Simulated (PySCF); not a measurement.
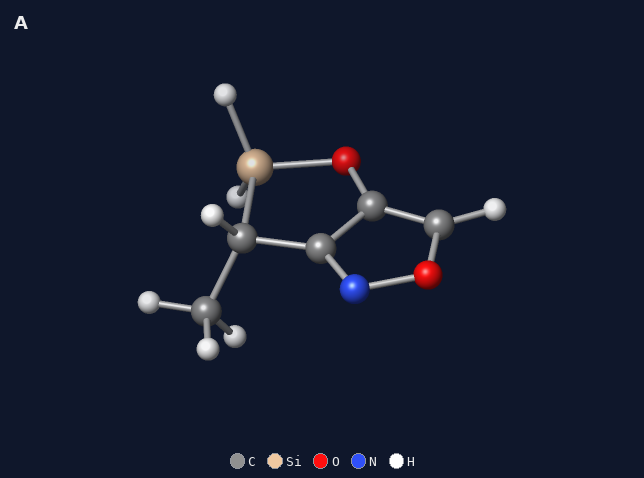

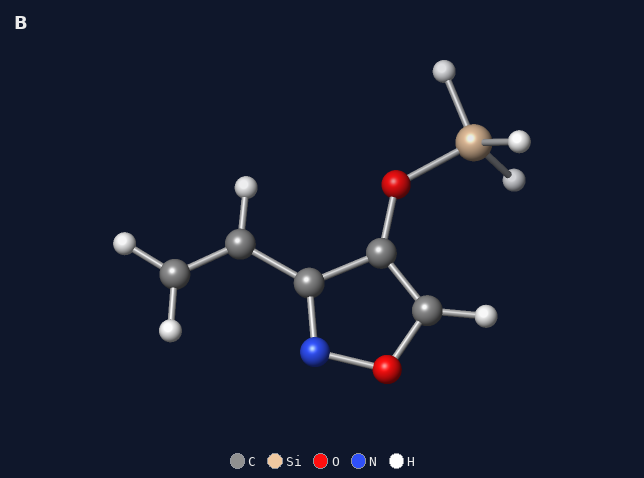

2 stationary structures of one formula. Geometries: GFN2-xTB. Electronic energies: ωB97X-D/def2-SVPD (PySCF 2.14.0), without zero-point energy. No frequency run is at hand to confirm each as a minimum. Each is one conformer, not always the lowest.

Question: How are they related?

Answer: They are constitutional isomers of C5H7NO2Si: A `C[C@@H]1[SiH2]Oc2conc21`, B `C=Cc1nocc1O[SiH3]`.

Question: Which structure is the most stable?

Answer: A is lowest; B lies 20.1 kcal/mol above it.

The geometry is semi-empirical. Around Si such bond lengths and angles can be off by a tenth of an ångström or more and by several degrees, and values that hang on the shape move with them.
